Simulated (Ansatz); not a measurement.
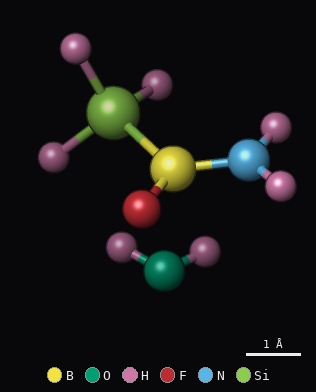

BSiNH₇OF, before the relaxation. The picture is a ball-and-stick view, seen at a tilt.

The run prepares an end point of a later path (reaction) calculation, from a guessed geometry.

The calculation used RKS PBE/6-31G* (Ansatz).

The input:
```yaml
crystal:
  periodic: [false, false, false]
  atoms:
    - { symbol: B, position_ang: [-0.004561, 0.458676, -0.342293] }
    - { symbol: O, position_ang: [-0.292493, -0.284266, 2.144262] }
    - { symbol: H, position_ang: [-1.249846, -0.084759, 2.132646] }
    - { symbol: F, position_ang: [1.084269, -0.321787, -0.539188] }
    - { symbol: "N", position_ang: [-1.253845, 0.023389, -0.841955] }
    - { symbol: H, position_ang: [-1.370578, -0.888853, -1.281255] }
    - { symbol: H, position_ang: [-2.102636, 0.579852, -0.807375] }
    - { symbol: Si, position_ang: [0.183829, 2.275321, 0.421354] }
    - { symbol: H, position_ang: [1.026772, 2.302621, 1.675238] }
    - { symbol: H, position_ang: [0.823034, 3.280309, -0.500348] }
    - { symbol: H, position_ang: [-1.151929, 2.853142, 0.823879] }
    - { symbol: H, position_ang: [0.118485, 0.561056, 2.462735] }
basis:
  gaussian: { orbitals: "6-31G*" }
hamiltonian:
  xc: pbe
relax:
  f_tol: 0.03
  max_steps: 50
output:
  orbitals: {}
```

Command:
```bash
ansatz run input.yaml --threads 2 --pin off --max-ram 3072MiB --backend cpu --events-out ev --progress --plain --runs-dir out
```

**Predict the outcome.**

The largest move after the best rigid fit is that of H12, 1.16 Å. Largest moves by element: H 1.16 Å, F 0.36 Å, O 0.35 Å, N 0.22 Å, Si 0.20 Å, B 0.18 Å. Near-neighbour distances that change, for instance: B1–Si8 1.980 → 2.033 Å, O2–H12 0.992 → 0.978 Å, Si8–H9 1.511 → 1.498 Å, O2–H3 0.978 → 0.982 Å. Bond angles that change, for instance: B1–Si8–H10 114.6° → 111.4°, H9–Si8–H11 105.4° → 108.2°, H9–Si8–H10 105.0° → 107.4°. The energy falls by 0.119 eV in 24 accepted moves (28 points after the start). Largest force component: 0.82 eV/Å at the start, 0.027 eV/Å at the end. The line search rejected the trial steps at points 2, 15, 19, 23 of the run. The forces were under the threshold at step 12, but the run went on from there.

The structure at the end:

```xyz
12

B     0.0949    0.5300   -0.4684
O    -0.4946   -0.2383    2.4297
H    -0.9700   -0.3811    1.5819
F     1.1549   -0.2045   -0.8673
N    -1.1957   -0.0326   -0.6388
H    -1.3370   -0.9187   -1.1280
H    -2.0515    0.5008   -0.4992
Si    0.3572    2.3658    0.3656
H     1.4857    2.3988    1.3506
H     0.6422    3.4102   -0.6816
H    -0.8982    2.8120    1.0730
H    -0.9774    0.5123    2.8302
```

After the run, drawn alike:

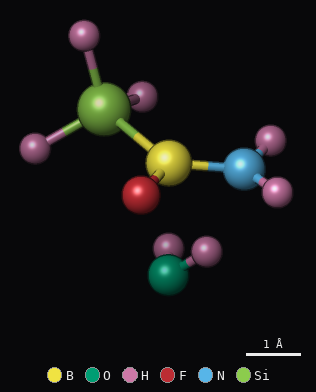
